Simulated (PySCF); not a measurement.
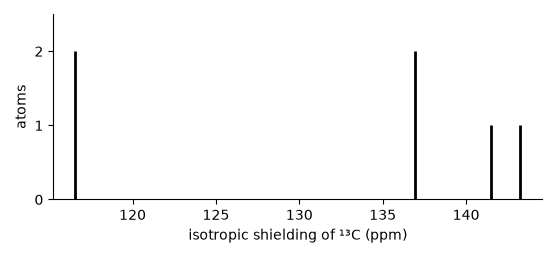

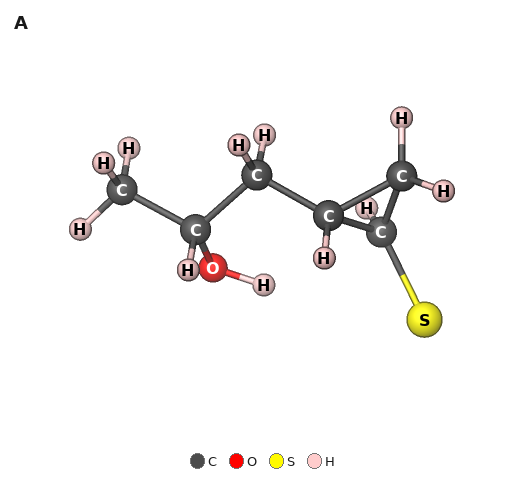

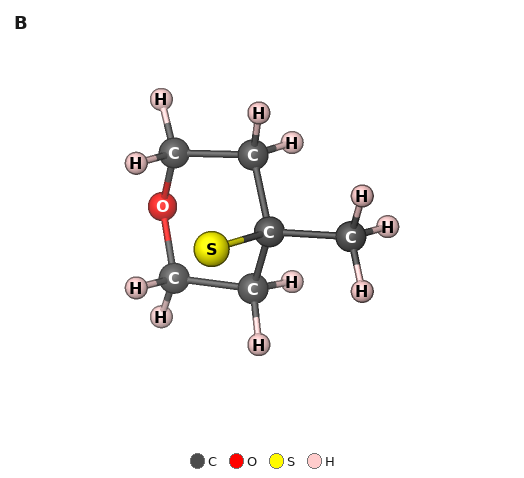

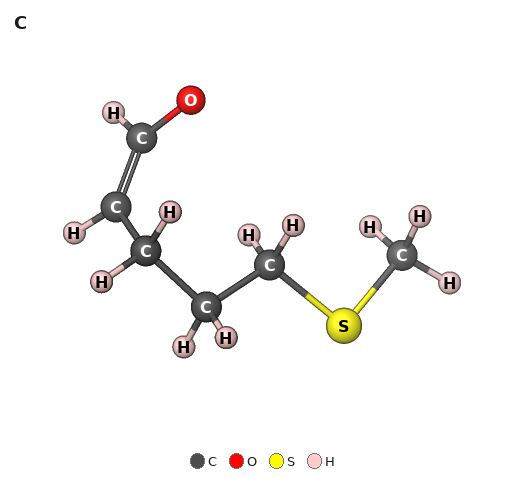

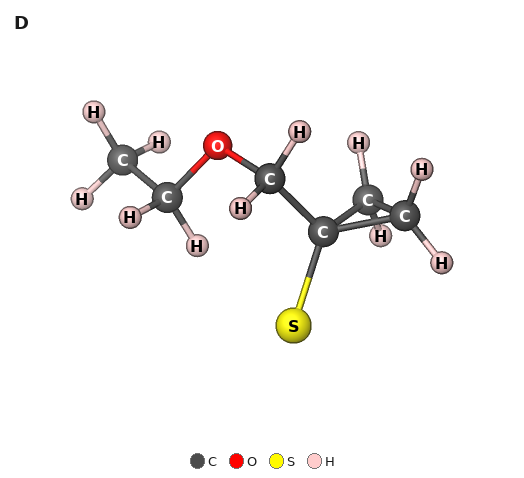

The sticks are computed shieldings of one of the molecules, for one fixed geometry (GFN2-xTB) without averaging over rotations. Low shielding means a high chemical shift. Method: GIAO PBE0/pcSseg-1 NMR shielding, non-relativistic, gas phase (PySCF 2.14.0).

> Which molecule gives this pattern?

B, `CC1([S-])CCOCC1`. Its 6 C atoms give lines at 116.6 (2 atoms), 136.9 (2 atoms), 141.5, 143.2 ppm.
